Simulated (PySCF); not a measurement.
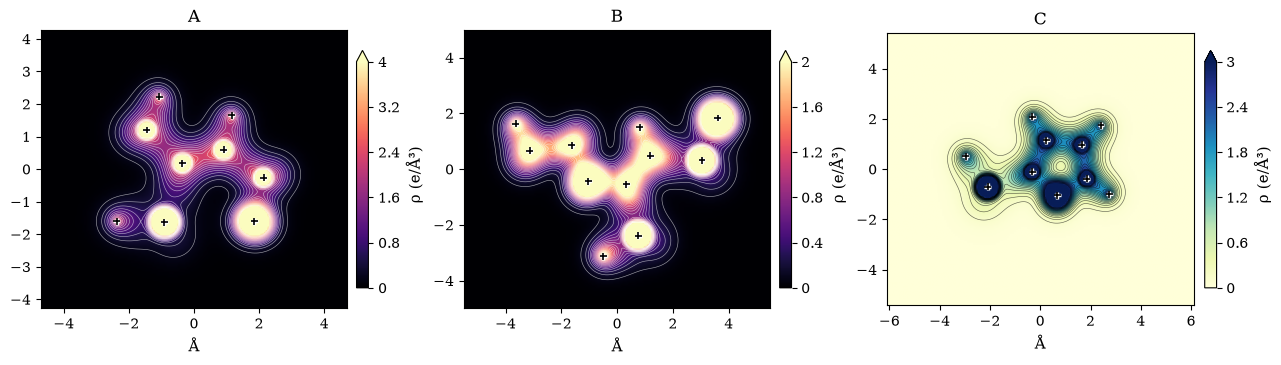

The electron density of 3 systems, each on a plane through atoms (crosses mark nuclei in the plane).

These are results of PBE0/pcSseg-1, SCF density, gas phase, non-relativistic (PySCF), not measurements.

System 1: C4H8OSi2, the plane of atoms Si2, C3 and O7. Geometry: PBE0-D3(BJ)/def2-SVP.

```yaml
atoms:
  - { symbol: Si, position_ang: [3.1444, 0.5314, -0.4002] }
  - { symbol: Si, position_ang: [1.4781, -0.5646, 0.8347] }
  - { symbol: C, position_ang: [-0.2045, 0.0691, 0.3288] }
  - { symbol: C, position_ang: [-1.1985, 0.7208, 1.0137] }
  - { symbol: C, position_ang: [-2.2362, 0.9971, 0.0737] }
  - { symbol: C, position_ang: [-1.7977, 0.4949, -1.1161] }
  - { symbol: O, position_ang: [-0.5824, -0.0603, -0.9753] }
  - { symbol: H, position_ang: [2.9720, 0.2425, -1.8571] }
  - { symbol: H, position_ang: [4.5054, 0.0757, 0.0222] }
  - { symbol: H, position_ang: [3.0403, 2.0079, -0.1864] }
  - { symbol: H, position_ang: [1.5801, -2.0423, 0.6232] }
  - { symbol: H, position_ang: [1.6241, -0.2742, 2.2936] }
  - { symbol: H, position_ang: [-1.1859, 0.9700, 2.0731] }
  - { symbol: H, position_ang: [-3.1828, 1.5008, 0.2570] }
  - { symbol: H, position_ang: [-2.2304, 0.4610, -2.1131] }
```

System 2: C4H11FOSi2, the plane of atoms C2, C1 and H10. Geometry: GFN2-xTB.

```xyz
19

C     3.2508   -0.1294   -0.1754
C     1.8459    0.4503   -0.2025
O     0.9404   -0.5826    0.1361
C    -0.3952   -0.3202    0.1827
Si   -1.2820   -1.9239    0.6690
C    -0.9656    0.8631   -0.0696
Si   -2.7930    1.2037   -0.0004
F    -2.9446    2.7763   -0.3481
H     3.3306   -0.9446   -0.8898
H     3.9720    0.6418   -0.4311
H     3.4755   -0.5149    0.8156
H     1.7568    1.2743    0.5196
H     1.6103    0.8380   -1.2038
H    -0.2607   -2.9620    0.7852
H    -1.9766   -1.7261    1.9443
H    -2.2674   -2.2657   -0.3603
H    -0.3427    1.7096   -0.3373
H    -3.5766    0.5416   -1.0378
H    -3.3875    1.0799    1.3259
```

System 3: C4H9FSi (SMILES C/C([SiH3])=C/CF), the plane of atoms C5, C4 and H13. Geometry: GFN2-xTB.

```xyz
15

C     1.9782    0.1197    0.0884
C     0.4838    0.0110    0.0212
Si   -0.2146   -1.7544    0.0324
C    -0.2502    1.1146   -0.0413
C    -1.7388    1.2072   -0.1133
F    -2.3570   -0.0196   -0.1108
H     2.3460   -0.3563    0.9962
H     2.3092    1.1573    0.0782
H     2.4278   -0.4003   -0.7563
H    -0.9274   -2.0309   -1.2122
H    -1.0404   -1.9710    1.2177
H     0.9550   -2.6419    0.1091
H     0.2124    2.0973   -0.0437
H    -2.0520    1.7147   -1.0354
H    -2.1363    1.7606    0.7480
```

Which map belongs to which system?

Panel A is system 3, C4H9FSi: the plane holds C, Si, F and H. C–C (1.33 Å): ρ at the midpoint is about 2.3 e/Å³. Panel B is system 2, C4H11FOSi2: the plane holds C, O, Si, F and H. C–C (1.34 Å): ρ at the midpoint is about 2.3 e/Å³. Panel C is system 1, C4H8OSi2: the plane holds Si, C, O and H. C–O (1.34 Å): the density is about 2.4 e/Å³ at the midpoint.
